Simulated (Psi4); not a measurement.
**SiH2Br2 (dibromosilane): wB97X/def2-SVP**

Aim: the vertical ionisation energy of SiH2Br2 (dibromosilane) at wB97X/def2-SVP, from 2 runs. 

The results are computed with Psi4 1.11.

2 further runs of the same task are left out: 2 set aside as unsound or not needed.

## 1. The system as given

SiH2Br2: 5 atoms, total charge 0, spin state singlet. SMILES: `Br[SiH2]Br`. Geometry: relaxed at PBE0-D4/def2-TZVP.

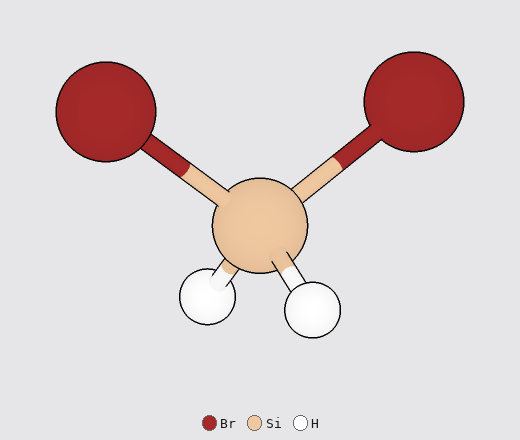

The structure, seen from a chosen angle (bromine red, silicon light orange, hydrogen white).

## 2. Energy and forces at wB97X/def2-SVP

Contents of input.inp:

```
memory 2.2 GB

molecule {
  0 1
  Br    -1.672690    -1.239290     0.362310
  Si     0.158230    -0.046290     0.054680
  Br    -0.295570     1.814160    -1.042010
  H      1.103430    -0.843230    -0.751710
  H      0.706590     0.314640     1.376730
  symmetry c1
}

set globals {
  basis                def2-SVP
  puream               true
  e_convergence        1e-09
  d_convergence        1e-08
  scf_type             pk
  dft_radial_points    99
  dft_spherical_points 590
}

e_tot, wfn = gradient('wb97x', return_wfn=True)
oeprop(wfn, 'LOWDIN_CHARGES', 'MULLIKEN_CHARGES', 'DIPOLE', title='WB97X')
print_variables()
```

Command:

```bash
$ psi4 -i input.inp -o input.out -n 1
```

input.out:

```text
[...]
  Running in c1 symmetry.
[...]
  Nuclear repulsion =  448.279262821226382
[...]
  Multiplicity = 1
[...]
  Nalpha       = 43
  Nbeta        = 43
[...]
    Number of basis functions: 92
[...]
   @RKS iter   1: -5437.91488127614684   -2.57291e+00   1.95903e-02 ADIIS/DIIS
[...]
   @RKS iter  11: -5438.42671497880292   -2.72848e-12   1.66630e-09 DIIS
[...]
  @RKS Final Energy: -5438.42671497880292
   => Energetics <=
    Nuclear Repulsion Energy =            448.2792628212263821
    One-Electron Energy =               -8460.7094939250382595
    Two-Electron Energy =                2735.0646742135386376
    DFT Exchange-Correlation Energy =    -161.0611580885299929
    Empirical Dispersion Energy =           0.0000000000000000
    VV10 Nonlocal Energy =                  0.0000000000000000
    Total Energy =                      -5438.4267149788029201
[...]
  -Total Gradient:
     Atom            X                  Y                   Z
    ------   -----------------  -----------------  -----------------
       1        0.001034015749     0.000651614714    -0.000161516205
       2        0.000741894960    -0.000219946948     0.000257081162
       3        0.000285926655    -0.001052283098     0.000625857964
       4       -0.001308839246     0.000966996657     0.000794590187
       5       -0.000870408655    -0.000312147682    -0.001556526261
[...]
 Multipole Moments:
 ------------------------------------------------------------------------------------
     Multipole            Electronic (a.u.)      Nuclear  (a.u.)        Total (a.u.)
 ------------------------------------------------------------------------------------
 L = 1.  Multiply by 2.5417464519 to convert [e a0] to [Debye]
 Dipole X            :         -5.9658752            6.4150284            0.4491531
 Dipole Y            :          1.7423875           -1.8737448           -0.1313573
 Dipole Z            :         -2.0601586            2.2153550            0.1551964
 Magnitude           :                                                    0.4930306
[...]
  Mulliken Charges: (a.u.)
   Center  Symbol    Alpha    Beta     Spin     Total
       1    BR    17.62001 17.62001  0.00000 -0.24001
       2    SI     6.71232  6.71232  0.00000  0.57537
       3    BR    17.62001 17.62001  0.00000 -0.24003
       4     H     0.52383  0.52383  0.00000 -0.04767
       5     H     0.52383  0.52383  0.00000 -0.04767
   Total alpha = 43.00000, Total beta = 43.00000, Total charge = -0.00000
  Lowdin Charges: (a.u.)
   Center  Symbol    Alpha    Beta     Spin     Total
       1    BR    17.53803 17.53803  0.00000 -0.07605
[...]
```

Wall time 54 s (1 thread of Intel Xeon at 2.50GHz (Skylake/Cascade Lake), shared host); peak memory 0.91 GiB.

## 3. The doublet cation: the energy at U-wB97X/def2-SVP

Contents of calc.py:

```python
import psi4

psi4.set_memory('2200 MB')
psi4.set_num_threads(1)
psi4.set_output_file('run.log', False)

geom = psi4.geometry("""
1 2
Br    -1.672690    -1.239290     0.362310
Si     0.158230    -0.046290     0.054680
Br    -0.295570     1.814160    -1.042010
H      1.103430    -0.843230    -0.751710
H      0.706590     0.314640     1.376730
symmetry c1
no_reorient
no_com
""")

psi4.set_options({
    'basis': 'def2-SVP',
    'reference': 'uks',
    'puream': True,
    'e_convergence': 1e-09,
    'd_convergence': 1e-08,
    'scf_type': 'pk',
    'dft_radial_points': 99,
    'dft_spherical_points': 590,
    'maxiter': 100,
})

e, wfn = psi4.energy("wb97x", return_wfn=True)
psi4.oeprop(wfn, "MULLIKEN_CHARGES", "QUADRUPOLE", "LOWDIN_CHARGES", title="WB97X")
print(f'wb97x energy: {e:.10f} Eh')
```

Command:

```bash
$ python calc.py
```

run.log:

```text
[...]
  Running in c1 symmetry.
[...]
  Nuclear repulsion =  448.279262821226382
[...]
  Multiplicity = 2
[...]
  Nalpha       = 43
  Nbeta        = 42
[...]
    Number of basis functions: 92
[...]
   @UKS iter   1: -5437.52143870784130   -2.17947e+00   1.92475e-02 ADIIS/DIIS
[...]
   @UKS iter  19: -5438.01967334772507   -7.54881e-11   3.97239e-09 DIIS
[...]
   @S^2 Observed:                7.563412264E-01
[...]
  @UKS Final Energy: -5438.01967334772507
   => Energetics <=
    Nuclear Repulsion Energy =            448.2792628212263821
    One-Electron Energy =               -8440.0892254262125789
    Two-Electron Energy =                2714.6767956070202672
    DFT Exchange-Correlation Energy =    -160.8865063497586902
    Empirical Dispersion Energy =           0.0000000000000000
    VV10 Nonlocal Energy =                  0.0000000000000000
    Total Energy =                      -5438.0196733477250746
[...]
 Multipole Moments:
 ------------------------------------------------------------------------------------
     Multipole            Electronic (a.u.)      Nuclear  (a.u.)        Total (a.u.)
 ------------------------------------------------------------------------------------
 L = 1.  Multiply by 2.5417464519 to convert [e a0] to [Debye]
 Dipole X            :        122.0821706         -122.5749308           -0.4927603
 Dipole Y            :        -35.6504786           35.7985938            0.1481152
 Dipole Z            :         42.1554517          -42.3278999           -0.1724482
 Magnitude           :                                                    0.5426686
 L = 2.  Multiply by 1.3450342976 to convert [e a0^2] to [Debye ang]
 Quadrupole XX       :       -398.4980064          368.0025609          -30.4954455
 Quadrupole XY       :       -187.6669332          189.1775837            1.5106504
[...]
  Mulliken Charges: (a.u.)
   Center  Symbol    Alpha    Beta     Spin     Total
       1    BR    17.63970 17.23450  0.40520  0.12580
       2    SI     6.69898  6.77920 -0.08021  0.52182
       3    BR    17.64026 17.23264  0.40762  0.12710
       4     H     0.51053  0.37683  0.13370  0.11263
       5     H     0.51053  0.37683  0.13370  0.11264
   Total alpha = 43.00000, Total beta = 42.00000, Total charge =  1.00000
  Lowdin Charges: (a.u.)
   Center  Symbol    Alpha    Beta     Spin     Total
       1    BR    17.55275 17.15666  0.39609  0.29059
[...]
```

The script printed:

```text
wb97x energy: -5438.0196733477 Eh
```

Wall time 53 s (1 thread of Intel Xeon at 2.50GHz (Skylake/Cascade Lake), shared host); peak memory 0.91 GiB.

## 4. Summary of results

Level: wB97X/def2-SVP.

| quantity | value |
| --- | --- |
| singlet SiH2Br2: total energy | -5438.42671 Eh |
| singlet SiH2Br2: dipole moment | 1.25 D |
| singlet SiH2Br2: HOMO energy | -10.85 eV |
| singlet SiH2Br2: LUMO energy | 1.84 eV |
| singlet SiH2Br2: HOMO–LUMO gap | 12.69 eV |
| singlet SiH2Br2: largest force on an atom | 0.093 eV/Å |
| doublet cation: total energy | -5438.01967 Eh |
| doublet cation: HOMO energy (highest over α and β) | -15.73 eV |
| doublet cation: LUMO energy (lowest over α and β) | -11.28 eV |
| doublet cation: ⟨S²⟩ | 0.756 |
| vertical ionisation energy (to the doublet cation) | 11.076 eV |

Removing an electron at fixed nuclei costs 11.08 eV (1069 kJ/mol). −ε(HOMO) before ionisation, 10.85 eV, is 0.22 eV below this ionisation energy. Mulliken charges (singlet SiH2Br2) run from -0.24 on Br3 to +0.58 on Si2. Mulliken charges (doublet cation) run from +0.11 on H4 to +0.52 on Si2; they depend strongly on the basis.
